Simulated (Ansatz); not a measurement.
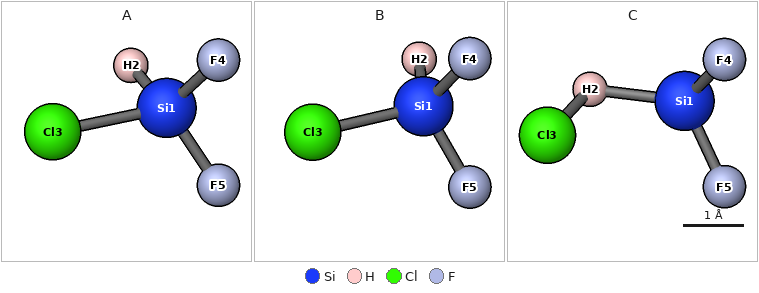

3 geometries from a converged minimum-energy path of SiHClF₂, shuffled. A ball-and-stick model, seen at a tilt.

The calculation used RKS PBE0-D4/6-31G* in Ansatz. Run with 5 movable images; climbing image; force threshold 0.03 eV/Å; iteration limit 60; starting path through a guess of the saddle point.

Q: Which frame is the top of the path?

A: C. In order along the path, whose images run from 0 to 6: B (image 0, 0.0 kJ/mol), A (image 1, +42.1 kJ/mol), C (image 3, +322.1 kJ/mol). Breaking: Si1–Cl3 (2.03 → 2.54 at the top → 3.26 Å), Si1–H2 (1.47 → 1.63 at the top → 3.67 Å). Forming: H2–Cl3 (2.89 → 1.60 at the top → 1.28 Å).
